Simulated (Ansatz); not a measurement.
A computed series for LiTaS2: pressure series

The parent structure is LiTaS₂ (space group P6_3/mmc, No. 194; a = 3.348 Å, c = 12.916 Å; a cell from a computed database, its experimental status unchecked).

Cell and atoms are relaxed at each pressure.

The values are results of r2SCAN/PAW in Ansatz (a first-principles code), no spin-orbit coupling, earlier PAW set, not measurements.

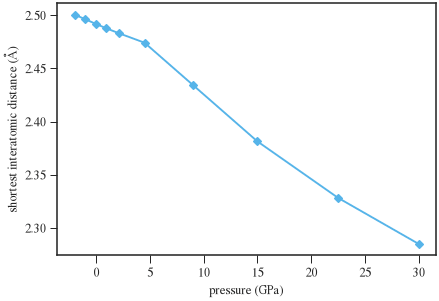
Figure. Shortest interatomic distance against pressure

**Question.** From the plot, what is the shortest interatomic distance for pressure 2.1 GPa?

**Answer.** About 2.48 Å.

**Question.** Is the trend monotonic over the range shown?

**Answer.** Yes, it falls throughout, spanning 2.285 Å to 2.501 Å.

Load acts through the strain it causes; cell and atoms are relaxed under it. Stability against distortions was not tested. Competing high-pressure phases were not computed.
